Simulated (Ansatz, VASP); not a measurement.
**GaSb: VASP beside Ansatz**

Wanted: the spread between two codes on one cell, functional and k mesh. The cell comes out of the VASP series on this material, whose earlier steps may have relaxed, scaled or displaced it; both programs get it as it stands.

Program: Ansatz 0.2.0. Level of theory: plane waves, with VASP 6.6.1 beside it; relaxation of cell and atoms at LDA. Results are calculated unless marked as measured.

## (1) The structure

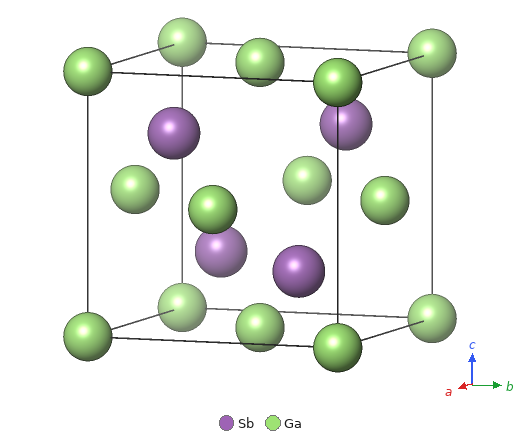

Start, viewed slightly off an axis; antimony purple, gallium green. This picture shows the conventional cell, with its axes. Some periodic images of atoms are drawn too.

## (2) Ansatz: relaxation of cell and atoms, LDA

Ansatz runs on its default PAW (the set named soft_2) files.

The relaxed volume is the usual yardstick between codes: its relative difference is about their pressure difference at one cell divided by the bulk modulus.

The input, input.yaml:

```yaml
crystal:
  lattice:
    - [0.0, 3.0273792259, 3.0273792259]
    - [3.0273792259, 0.0, 3.0273792259]
    - [3.0273792259, 3.0273792259, 0.0]
  atoms:
    - { symbol: Sb, position: [0.75, 0.75, 0.75] }
    - { symbol: Ga, position: [0.0, 0.0, 0.0] }
hamiltonian:
  xc: lda
  pseudopotentials: { kind: paw }
kpoints:
  mp_grid: { grid: [6, 6, 6] }
scf:
  occupations: { method: gaussian, width: 0.03 }
relax:
  f_tol: 0.01
  max_steps: 60
  cell: { stress_tol: 0.05 }
output:
  forces: true
  stress: true
```

Launch:

```console
ansatz run input.yaml --threads 4 --pin off --max-ram 9216MiB --backend cpu --events-out ev --progress --plain --runs-dir out
```

Numbers of over 12 decimals in the logs are rounded to 6 here.

The program printed:

```text
Engine: ansatz 0.2.0, aarch64-unknown-linux-gnu
Pseudopotentials: kind: paw
Pseudopotential: Sb, paw, valence charge 15, recommended cutoff 420 eV (normal), Sb.paw.azcp
Pseudopotential: Ga, paw, valence charge 13, recommended cutoff 420 eV (normal), Ga.paw.azcp
Functional definition: SPW92
  exchange = slater_x
  correlation = pw_c
Crystal: 2 atoms, lattice volume = 55.492 Å³
Basis set: ecut = 420 eV, 1067 PW (Γ)
Bands: 18, of which v1, the nominal top of the filled ones, is band 14 counted from 1 (13 counted from 0)
Symmetry: 24 space group operations
Space group: F-43m (ITA 216), of the structure as read, at distance tolerance 3.8e-5 Å
k-points: 16 of 216 (time reversal used)
Non-local potential: Sb, projectors of the file, l = 0: 2, l = 1: 2, l = 2: 2, l = 3: 2
Non-local potential: Ga, projectors of the file, l = 0: 2, l = 1: 2, l = 2: 3, l = 3: 1
PAW form: soft (Blöchl's): semilocal exchange-correlation on the pseudo side does not see the compensation charge
PAW frozen core: Sb, regenerated for the run's functional, and the local potential with it (the file was generated under x = pbe(κ = 0.804, μ = 0.219515), c = pbe(β = 0.066725))
PAW frozen core: Ga, regenerated for the run's functional, and the local potential with it (the file was generated under x = pbe(κ = 0.804, μ = 0.219515), c = pbe(β = 0.066725))
PAW one-centre angular grid: Sb, 590 points (default); XC on 64 Gauss nodes
PAW one-centre angular grid: Ga, 590 points (default); XC on 64 Gauss nodes
Initial density: superposition of atomic densities (neutral atoms: chi_scale 0, normalization atom), corrected by the library's trained network
Initial wavefunctions: pseudopotential atomic-orbital guess
Functional: x = slater, c = lda
SCF iter   1: F=—  HF=-10043.022353 eV  |F-HF|=—  |Δ(HF+E_count)|=         —  Δρ=5.40e-3  dr2=6.85e-3  ethr=1.77e-3  ⟨swp⟩=6.1  Hψ=1543  notcnv=0
preconditioner: auto → Kerker (q_TF=auto, 2.434 Å⁻¹)  [metal: Δε(μ)=0.030 eV  Ē_g=14.715 eV  σ=0.030 eV  W_gap=0.49  n_scr=14 (ndim 8)  ℏωp=21.1 eV  f_vac=0.085  D(μ)=0.44/eV (n_scr^D=0)]
SCF iter   2: F=—  HF=-10043.019275 eV  |F-HF|=—  |Δ(HF+E_count)|=   3.08e-3  Δρ=3.05e-3  dr2=2.46e-3  ethr=2.45e-5  ⟨swp⟩=2.2  Hψ=582  notcnv=0
preconditioner: auto → none  [insulator: Δε(μ)=0.031 eV  Ē_g=14.726 eV  σ=0.030 eV  W_gap=0.50  n_scr=14 (ndim 8)  ℏωp=21.1 eV  f_vac=0.082  D(μ)=0.43/eV (n_scr^D=0)  ε∞_Penn≈3.1]
SCF iter   3: F=—  HF=-10043.018956 eV  |F-HF|=—  |Δ(HF+E_count)|=   3.19e-4  Δρ=6.21e-4  dr2=3.02e-4  ethr=8.77e-6  ⟨swp⟩=2.0  Hψ=575  notcnv=0
SCF iter   4: F=—  HF=-10043.018797 eV  |F-HF|=—  |Δ(HF+E_count)|=   1.59e-4  Δρ=1.81e-4  dr2=1.76e-5  ethr=1.08e-6  ⟨swp⟩=2.0  Hψ=513  notcnv=0
SCF iter   5: F=—  HF=-10043.018794 eV  |F-HF|=—  |Δ(HF+E_count)|=   3.62e-6  Δρ=1.30e-4  dr2=5.56e-6  ethr=6.30e-8  ⟨swp⟩=2.0  Hψ=513  notcnv=0
SCF iter   6: F=—  HF=-10043.018791 eV  |F-HF|=—  |Δ(HF+E_count)|=   2.77e-6  Δρ=4.22e-5  dr2=5.89e-7  ethr=1.99e-8  ⟨swp⟩=2.0  Hψ=448  notcnv=0
SCF iter   7: F=-10043.018790 eV  HF=-10043.018790 eV  |F-HF|=2.30e-8  |Δ(HF+E_count)|=   2.81e-7  Δρ=8.45e-6  dr2=1.94e-8  ethr=3.57e-10  ⟨swp⟩=4.9  Hψ=1128  notcnv=0
SCF 1 converged in 7 iterations: F = -10043.018790 eV  dr2 = 1.94e-8
  greatest PAW one-centre occupation: 0.998 electrons in one spin orbital (limit 2), on the Sb atom at site 0 (counted from 0), in its partial waves of l = 2
relax step   1: F+E_penalty+E_count = -10043.01879043 eV  Δ(F+E_penalty+E_count) = +0.000e0 eV  max|allowed force component| = 2.313e-16 eV/Å  Δτ_max = 0.0000 Å  P = -0.173 GPa  Ω = 55.492 Å³  (7 SCF iters, dr2 threshold 1.00e-7 eV, accepted)
[...]
relax step   2: F+E_penalty+E_count = -10043.01894813 eV  Δ(F+E_penalty+E_count) = -1.577e-4 eV  max|allowed force component| = 5.551e-17 eV/Å  Δτ_max = 0.0000 Å  P = +0.015 GPa  Ω = 55.269 Å³  energy of the carried Pulay correction = +4.363e-5 eV  (3 SCF iters, dr2 threshold 7.49e-8 eV, accepted)
[...]
relax step   3: F+E_penalty+E_count = -10043.01891445 eV  Δ(F+E_penalty+E_count) = +3.367e-5 eV  max|allowed force component| = 4.626e-17 eV/Å  Δτ_max = 0.0000 Å  P = +0.015 GPa  Ω = 55.269 Å³  stress off target by 1.53e-2 GPa  SCF on the basis re-selected at this cell (its energy is not comparable with the rows above)  (4 SCF iters)
basis re-selected at this cell: Δ(F+E_penalty+E_count) = +3.367e-5 eV, ΔP = +0.000 GPa vs the last step (what re-selecting the basis moved, of the pressure what is left beyond the Pulay correction that the steps carried, after the strain that the cell walked since its last selection, with what the two solves' SCF thresholds leave and, on support functions, any second-order correction that the steps lacked; it is no m [...]
SCF converged after 4 iterations
Free energy (F): -10043.018914 eV
Harris-Foulkes:  -10043.018914 eV  (|F-HF|=2.00e-11)
Internal energy: -10043.018845 eV  (E = F + TS)
E sigma→0 (E₀):  -10043.018880 eV
Entropy (-TS):   -0.000069 eV (-0.034 meV/atom)
Fermi energy:    7.899207 eV
--- Per-component energies (eV) ---
  E_band       = -259.513485
  E_kinetic    = 325.747268
  E_local      = -3876.242424  (includes V_loc(G=0)·N_el)
  E_nonlocal   = 793.434157
  E_hartree    = 1782.243181
  E_xc         = -206.992603
  E_vxc        = -156.359225  (∫ρ·V_xc dr)
  E_paw        = -6340.136502  (= ΣΔE_a)
  E_vpaw       = -910.579326  (= ΣTr[D̂ρ^β])
  E_aug_tail   = -0.000127  (compensation charges beyond the density's cutoff)
  E_ewald      = -2523.359100
  E_core_change = 2.287303  (= ΣΔE_core)
  E_smearing   = -0.000069  (= −TS)
  E_closure    = 0.000000  (closes the sum)
  Σ components = -10043.018914   (vs F -10043.018914, Δ=0.00e0)
--- Forces (eV/Å), atoms counted from 1 ---
  atom   1  Sb     0.00000000     0.00000000    -0.00000000
  atom   2  Ga     0.00000000     0.00000000     0.00000000
  max |Σ_I F_I| component: 1.11e-16 eV/Å
--- Stress (GPa, compression-positive) ---
        0.015297       0.000000       0.000000
        0.000000       0.015297       0.000000
        0.000000       0.000000       0.015297
  P = ⅓ Tr σ = 0.0153 GPa (0.153 kbar)
--- Relaxed structure (2 steps of the walk, 2 accepted, 1 SCFs on fresh bases) ---
  F+E_penalty+E_count = -10043.01891445 eV   max|allowed force component| = 4.626e-17 eV/Å   (the final SCF, on the basis selected at the relaxed cell)
  cell:  # Å, volume = 55.2686 Å³
    - [0, 3.023311, 3.023311]
    - [3.023311, 0, 3.023311]
    - [3.023311, 3.023311, 0]
  atoms:
    - { symbol: Sb, position: [0.750000, 0.750000, 0.750000] }
    - { symbol: Ga, position: [0, 0, 0] }
```

Run time: 1.4 s. Hardware: 4 threads of Arm Neoverse V1, shared host; peak memory 0.34 GiB; 4.3 s of CPU time.

## (3) VASP: relaxation of cell and atoms, LDA

The same cell, functional (in two slightly different forms), mesh and smearing now go to VASP, with its own data sets and cutoff.

Lines of VASP's logs that name or quote its potential files are left out, and so is its time.

The input, INCAR:

```
SYSTEM = GaSb
PREC = Accurate
ENCUT = 450
EDIFF = 1E-06
NELM = 100
ISMEAR = 0
SIGMA = 0.03
LREAL = .FALSE.
ALGO = Normal
GGA = CA
NBANDS = 15
LORBIT = 11
LWAVE = .FALSE.
LCHARG = .FALSE.
KPAR = 4
IBRION = 2
NSW = 50
ISIF = 3
EDIFFG = -0.01
```

The input, POSCAR:

```
GaSb
1.0
    0.0000000000      3.0273792259      3.0273792259
    3.0273792259      0.0000000000      3.0273792259
    3.0273792259      3.0273792259      0.0000000000
Sb Ga
1 1
Direct
    0.7500000000      0.7500000000      0.7500000000
    0.0000000000      0.0000000000      0.0000000000
```

The input, KPOINTS:

```
Automatic mesh
0
Gamma
6 6 6
0 0 0
```

Potentials, in the order of the species: Sb and Ga_d (LDA family, release 64).

Launch:

```console
mpirun -np 4 vasp_std
```

The program printed:

```text
[banner, memory and clock lines left out]
running    4 mpi-ranks, on    1 nodes
 distrk:  each k-point on    1 cores,    4 groups
 distr:  one band on    1 cores,    1 groups

 POSCAR found type information on POSCAR SbGa
 POSCAR found :  2 types and       2 ions
 LDA part: xc-table for (Slater(with rela. corr.)+CA(PZ))
 , standard interpolation
 POSCAR, INCAR and KPOINTS ok, starting setup
 FFT: planning ... GRIDC
 FFT: planning ... GRID_SOFT
 FFT: planning ... GRID
 WAVECAR not read
 entering main loop
       N       E                     dE             d eps       ncg     rms          rms(c)
DAV:   1     0.779633375800E+02    0.77963E+02   -0.81927E+03   488   0.136E+03
DAV:   2    -0.289318604427E+01   -0.80857E+02   -0.78008E+02   578   0.291E+02
DAV:   3    -0.866793669922E+01   -0.57748E+01   -0.57639E+01   571   0.649E+01
DAV:   4    -0.876996148792E+01   -0.10202E+00   -0.10202E+00   607   0.975E+00
DAV:   5    -0.877247654109E+01   -0.25151E-02   -0.25150E-02   644   0.135E+00    0.344E+00
DAV:   6    -0.867786978703E+01    0.94607E-01   -0.78710E-02   694   0.455E+00    0.201E+00
DAV:   7    -0.863979466337E+01    0.38075E-01   -0.56101E-02   557   0.188E+00    0.302E-01
DAV:   8    -0.863952546170E+01    0.26920E-03   -0.49953E-03   565   0.862E-01    0.104E-01
DAV:   9    -0.863961190500E+01   -0.86443E-04   -0.36316E-04   603   0.172E-01    0.411E-02
DAV:  10    -0.863960410325E+01    0.78017E-05   -0.18646E-05   649   0.370E-02    0.139E-02
DAV:  11    -0.863960668771E+01   -0.25845E-05   -0.45482E-06   565   0.205E-02    0.551E-03
DAV:  12    -0.863960664927E+01    0.38439E-07   -0.21660E-07   380   0.364E-03
   1 F= -.86396066E+01 E0= -.86395957E+01  d E =-.863961E+01
 curvature:   0.00 expect dE= 0.000E+00 dE for cont linesearch  0.000E+00
 trial: gam= 0.00000 g(F)=  0.428E-49 g(S)=  0.553E-04 ort = 0.000E+00 (trialstep = 0.100E+01)
 search vector abs. value=  0.553E-04
 bond charge predicted
       N       E                     dE             d eps       ncg     rms          rms(c)
DAV:   1    -0.864024951292E+01   -0.64283E-03   -0.80434E-03   606   0.148E+00    0.143E-01
DAV:   2    -0.863975035469E+01    0.49916E-03   -0.90647E-04   606   0.567E-01    0.652E-02
DAV:   3    -0.863962774723E+01    0.12261E-03   -0.12715E-04   627   0.182E-01    0.150E-02
DAV:   4    -0.863961444227E+01    0.13305E-04   -0.13735E-05   596   0.479E-02    0.521E-03
DAV:   5    -0.863961314566E+01    0.12966E-05   -0.80140E-07   345   0.112E-02    0.115E-03
DAV:   6    -0.863961312621E+01    0.19449E-07   -0.19410E-07   289   0.757E-03
   2 F= -.86396131E+01 E0= -.86396083E+01  d E =-.647694E-05
 trial-energy change:   -0.000006  1 .order   -0.000018   -0.000055    0.000020
 step:   0.5119(harm=  0.7348)  dis= 0.00000  next Energy=    -8.639619 (dE=-0.126E-04)
 reached required accuracy - stopping structural energy minimisation
```

OUTCAR, selected parts (step 3):

```text
ion  position               nearest neighbor table
   1  0.750  0.750  0.750-   2 2.62   2 2.62   2 2.62   2 2.62
   2  0.000  0.000  0.000-   1 2.62   1 2.62   1 2.62   1 2.62

  LATTYP: Found a face centered cubic cell.
 ALAT       =     6.0547584518

 Subroutine GETGRP returns: Found 24 space group operations
 (whereof 24 operations were pure point group operations)

The static configuration has the point symmetry T_d .

 Found     16 irreducible k-points:

   k-points           NKPTS =     16   k-points in BZ     NKDIM =     16   number of bands    NBANDS=     15

   dimension x,y,z NGX =    30 NGY =   30 NGZ =   30
   dimension x,y,z NGXF=    60 NGYF=   60 NGZF=   60

   ENCUT  =  450.0 eV  33.07 Ry    5.75 a.u.   7.41  7.41  7.41*2*pi/ulx,y,z

   NELECT =      18.0000    total number of electrons

 k-points in reciprocal lattice and weights: Automatic mesh
   0.00000000  0.00000000  0.00000000       0.005
   0.16666667  0.00000000  0.00000000       0.037
   0.33333333  0.00000000  0.00000000       0.037
   0.50000000  0.00000000  0.00000000       0.019
   0.16666667  0.16666667  0.00000000       0.028
   0.33333333  0.16666667  0.00000000       0.111
   0.50000000  0.16666667  0.00000000       0.111
  -0.33333333  0.16666667  0.00000000       0.111
  -0.16666667  0.16666667  0.00000000       0.056
[...]
-0.33333333  0.33333333  0.16666667       0.111
  -0.33333333  0.50000000  0.16666667       0.056

 average (electrostatic) potential at core
       1 -88.3279       2 -66.5948

 E-fermi :   5.0943

 k-point     1 :       0.0000    0.0000    0.0000
  band No.  band energies     occupation
    ...
      5     -10.1370      2.00000
      6      -6.7172      2.00000
      7       5.0356      1.99435
      8       5.0356      1.99435
      9       5.0356      1.99435
     10       5.1450      0.01695
     11       7.7692      0.00000
     12       7.7692      0.00000
     13       7.7692      0.00000
     14      10.6699      0.00000
    ...

 k-point     2 :       0.1667    0.0000    0.0000
  band No.  band energies     occupation
    ...
      5     -10.1373      2.00000
      6      -6.4238      2.00000
      7       2.2730      2.00000
      8       4.6094      2.00000
      9       4.6094      2.00000
     10       6.0483      0.00000
     11       8.3312      0.00000
     12       8.3312      0.00000
     13       8.9958      0.00000
     14      11.9622      0.00000
    ...

 k-point     3 :       0.3333    0.0000    0.0000
  band No.  band energies     occupation
    ...
      5     -10.1373      2.00000
      6      -5.6373      2.00000
      7      -0.2927      2.00000
      8       4.0422      2.00000
      9       4.0422      2.00000
     10       5.5943      0.00000
     11       8.7739      0.00000
     12       8.7739      0.00000
     13      11.4365      0.00000
     14      11.9888      0.00000
    ...

  Total        0.0099735      0.0099735      0.0099735      0.0000000     -0.0000000     -0.0000000
  in kB        0.2885341      0.2885341      0.2885341      0.0000000     -0.0000000     -0.0000000
  external PRESSURE =       0.2885341 kB  Pullay stress =       0.0000000 kB

  energy-cutoff  :      450.00
  volume of cell :       55.38
      direct lattice vectors                 reciprocal lattice vectors
    -0.000000000  3.025361201  3.025361201    -0.165269522  0.165269522  0.165269522
     3.025361201  0.000000000  3.025361201     0.165269522 -0.165269522  0.165269522
     3.025361201  3.025361201  0.000000000     0.165269522  0.165269522 -0.165269522

 POSITION                                       TOTAL-FORCE (eV/Angst)
 -----------------------------------------------------------------------------------
      4.53804      4.53804      4.53804         0.000000     -0.000000     -0.000000
      6.05072      6.05072      6.05072        -0.000000      0.000000      0.000000
 -----------------------------------------------------------------------------------
    total drift:                                0.000000      0.000000      0.000000

  FREE ENERGIE OF THE ION-ELECTRON SYSTEM (eV)
  ---------------------------------------------------
  free  energy   TOTEN  =        -8.6396131262 eV

  energy  without entropy=       -8.6396034917  energy(sigma->0) =       -8.63960831

 reached required accuracy - stopping structural energy minimisation

 total charge
# of ion       s       p       d       tot
------------------------------------------
    1        1.131   1.371   0.031   2.533
    2        0.914   0.804   9.967  11.684
--------------------------------------------------
tot          2.044   2.175   9.998  14.217

[... 3 further parts left out ...]
```

CONTCAR:

```
GaSb
   1.00000000000000
    -0.0000000000000000    3.0253612005994466    3.0253612005994466
     3.0253612005994466    0.0000000000000000    3.0253612005994466
     3.0253612005994466    3.0253612005994466    0.0000000000000000
  Sb              Ga
     1     1
Direct
     0.7500000000000000    0.7500000000000000    0.7500000000000000
     1.0000000000000000    1.0000000000000000    1.0000000000000000
```

## (4) Comparison

Known differences besides the PAW data sets themselves: the two LDA forms differ slightly; both relaxations stop at a tolerance, which leaves soft axes loose, and VASP keeps its plane-wave basis; the data sets hold 28 valence electrons in Ansatz (default PAW (the set named soft_2) files) and 18 in VASP; the cutoff is 420 eV in Ansatz and 450 eV in VASP; Ansatz makes its cores anew for this functional, VASP keeps those of its LDA data sets; Ansatz adds a Pulay correction to the stress that steers its cell, VASP none. Total energies have different zeros and are not compared.

The two programs side by side:

| quantity | Ansatz | VASP | difference |
| --- | --- | --- | --- |
| volume (Å³) | 55.27 | 55.38 | -0.20 % |
| edge a after relaxation, in the typed setting (Å) | 4.276 | 4.279 | -0.07 % |

The walks stopped with 0.02 GPa left in Ansatz and 0.03 GPa in VASP; each walk ends within a tolerance, so the volume difference is uncertain by about these residues over the bulk modulus, most in soft cells.

## (5) Summary of results

```json
{"difference in volume (relaxation of cell and atoms, LDA)": "-0.20 %"}
```

The difference in volume is -0.20 % (relaxation of cell and atoms, LDA), within the 1.2 % picked in this series as the mark of a large difference, as far as the stopping tolerances let one tell. Differences of this kind measure data sets and numerical settings, not the functional's error against experiment.

[Lines on the potential files, build, host, timing and source positions are cut from VASP's logs without a mark.]

[Logs are printed without paths, hosts, clocks, repeated set-up lines and the standing remarks that a program may print on its own settings, such as how far it seeks lower states.]

[Hosts, paths, dates, database ids (printed as entryN), source tags and the programs' standing remarks are cut or masked in the printed files.]
